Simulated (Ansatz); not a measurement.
The figure comes from a scan of Ge (diamond): a phonon pattern at X = (0.5, 0.5, 0.0) is frozen into a 4-atom cell, Q being the largest atomic displacement. All values below come from PBE (plane waves to 420 eV, PAW, scalar-relativistic; Ansatz, a quantum-chemistry and plane-wave program). k mesh 14×14×14 (Γ-centred), Fermi-Dirac smearing 0.05 eV. With partly filled bands, energies and forces of such displacements shift with the k mesh and the smearing. Ge was relaxed with its symmetry unable to fall. The PAW data are Ansatz's earlier set. 

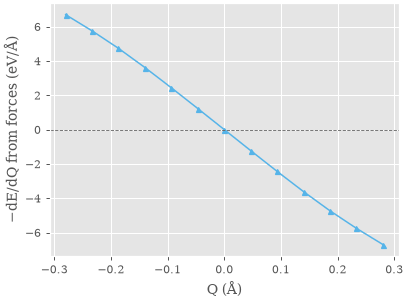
*−dE/dQ from forces (eV/Å) against Q (Å); markers are the computed points, lines only join them.*

Q: Read the plotted values off the figure, to the accuracy that the plot allows.

A: To the nearest 0.2:

```tsv
Q (Å)	−dE/dQ from forces (eV/Å)
-0.280	6.6
-0.233	5.8
-0.187	4.8
-0.140	3.6
-0.093	2.4
-0.047	1.2
0.000	0.0
0.047	-1.2
0.093	-2.4
0.140	-3.6
0.187	-4.8
0.233	-5.8
0.280	-6.6
```

(A displaced cell: forces are minus the slopes of the energy, force constants its curvatures, and phonons follow from these.)
